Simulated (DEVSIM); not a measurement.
System: Ni/Al2O3/SiO2/p-Si capacitor, at 400 K.

```csv
layer (left to right),material,thickness (nm),Na (cm⁻³)
1,Al2O3,4.00,-
2,SiO2,0.920,-
3,Si,1100,2.8e17
```

Metal gate on the left, work function 5.1 eV. Fixed charge at the semiconductor interface 0 cm⁻² (in units of +e); no interface traps.

The device is made up for the run: typed textbook-type constants, with dimensions and the other settings drawn at random. Values at 300 K; Nc and Nv go as T^1.5, mobilities as T to minus their exponent, the gap by Varshni's rule with the affinity fixed.

```tsv
parameter	Al2O3	SiO2	Si
gap (eV)	6.8	9	1.124
affinity (eV)	1.35	0.9	4.05
permittivity	9	3.9	11.7
Nc (cm⁻³)	-	-	2.86e19
Nv (cm⁻³)	-	-	3.1e19
Varshni α (eV/K)	-	-	0.000473
Varshni β (K)	-	-	636
```

DEVSIM, 1D Poisson equation in equilibrium, Boltzmann statistics, complete ionisation; no quantum confinement or tunnelling. Metal contacts follow the ideal Schottky-Mott rule: no Fermi-level pinning, no interface dipoles.

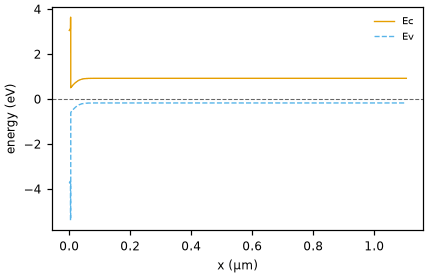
Figure: Band edges at 0.7 V on the gate

Energies count from the Fermi level of the right contact; mesh points crowd at the junctions.

```json
[
 {"x (μm)": "0.000", "Ec (eV)": "3.050", "Ev (eV)": "-3.750", "n (cm⁻³)": "< 1e2", "p (cm⁻³)": "< 1e2", "field (V/cm)": "240000"},
 {"x (μm)": "0.0009666", "Ec (eV)": "3.073", "Ev (eV)": "-3.727", "n (cm⁻³)": "< 1e2", "p (cm⁻³)": "< 1e2", "field (V/cm)": "240000"},
 {"x (μm)": "0.002197", "Ec (eV)": "3.103", "Ev (eV)": "-3.697", "n (cm⁻³)": "< 1e2", "p (cm⁻³)": "< 1e2", "field (V/cm)": "240000"},
 {"x (μm)": "0.003373", "Ec (eV)": "3.131", "Ev (eV)": "-3.670", "n (cm⁻³)": "< 1e2", "p (cm⁻³)": "< 1e2", "field (V/cm)": "240000"},
 {"x (μm)": "0.004358", "Ec (eV)": "3.615", "Ev (eV)": "-5.385", "n (cm⁻³)": "< 1e2", "p (cm⁻³)": "< 1e2", "field (V/cm)": "550000"},
 {"x (μm)": "0.004814", "Ec (eV)": "3.640", "Ev (eV)": "-5.359", "n (cm⁻³)": "< 1e2", "p (cm⁻³)": "< 1e2", "field (V/cm)": "550000"},
 {"x (μm)": "0.005895", "Ec (eV)": "0.513", "Ev (eV)": "-0.583", "n (cm⁻³)": "1.5e13", "p (cm⁻³)": "2.2e12", "field (V/cm)": "180000"},
 {"x (μm)": "0.009268", "Ec (eV)": "0.572", "Ev (eV)": "-0.525", "n (cm⁻³)": "2.8e12", "p (cm⁻³)": "1.2e13", "field (V/cm)": "160000"},
 {"x (μm)": "0.01497", "Ec (eV)": "0.658", "Ev (eV)": "-0.438", "n (cm⁻³)": "2.2e11", "p (cm⁻³)": "1.4e14", "field (V/cm)": "140000"},
 {"x (μm)": "0.02658", "Ec (eV)": "0.792", "Ev (eV)": "-0.305", "n (cm⁻³)": "4.6e9", "p (cm⁻³)": "6.9e15", "field (V/cm)": "90000"},
 {"x (μm)": "0.05019", "Ec (eV)": "0.904", "Ev (eV)": "-0.192", "n (cm⁻³)": "1.8e8", "p (cm⁻³)": "1.8e17", "field (V/cm)": "16000"},
 {"x (μm)": "0.1195", "Ec (eV)": "0.919", "Ev (eV)": "-0.177", "n (cm⁻³)": "1.2e8", "p (cm⁻³)": "2.8e17", "field (V/cm)": "≈ 0"},
 {"x (μm)": "0.2393", "Ec (eV)": "0.919", "Ev (eV)": "-0.177", "n (cm⁻³)": "1.2e8", "p (cm⁻³)": "2.8e17", "field (V/cm)": "≈ 0"},
 {"x (μm)": "0.4830", "Ec (eV)": "0.919", "Ev (eV)": "-0.177", "n (cm⁻³)": "1.2e8", "p (cm⁻³)": "2.8e17", "field (V/cm)": "≈ 0"},
 {"x (μm)": "0.8529", "Ec (eV)": "0.919", "Ev (eV)": "-0.177", "n (cm⁻³)": "1.2e8", "p (cm⁻³)": "2.8e17", "field (V/cm)": "≈ 0"},
 {"x (μm)": "0.9817", "Ec (eV)": "0.919", "Ev (eV)": "-0.177", "n (cm⁻³)": "1.2e8", "p (cm⁻³)": "2.8e17", "field (V/cm)": "≈ 0"},
 {"x (μm)": "1.045", "Ec (eV)": "0.919", "Ev (eV)": "-0.177", "n (cm⁻³)": "1.2e8", "p (cm⁻³)": "2.8e17", "field (V/cm)": "≈ 0"},
 {"x (μm)": "1.076", "Ec (eV)": "0.919", "Ev (eV)": "-0.177", "n (cm⁻³)": "1.2e8", "p (cm⁻³)": "2.8e17", "field (V/cm)": "≈ 0"},
 {"x (μm)": "1.094", "Ec (eV)": "0.919", "Ev (eV)": "-0.177", "n (cm⁻³)": "1.2e8", "p (cm⁻³)": "2.8e17", "field (V/cm)": "≈ 0"},
 {"x (μm)": "1.100", "Ec (eV)": "0.919", "Ev (eV)": "-0.177", "n (cm⁻³)": "1.2e8", "p (cm⁻³)": "2.8e17", "field (V/cm)": "≈ 0"},
 {"x (μm)": "1.103", "Ec (eV)": "0.919", "Ev (eV)": "-0.177", "n (cm⁻³)": "1.2e8", "p (cm⁻³)": "2.8e17", "field (V/cm)": "≈ 0"},
 {"x (μm)": "1.105", "Ec (eV)": "0.919", "Ev (eV)": "-0.177", "n (cm⁻³)": "1.2e8", "p (cm⁻³)": "2.8e17", "field (V/cm)": "≈ 0"}
]
```
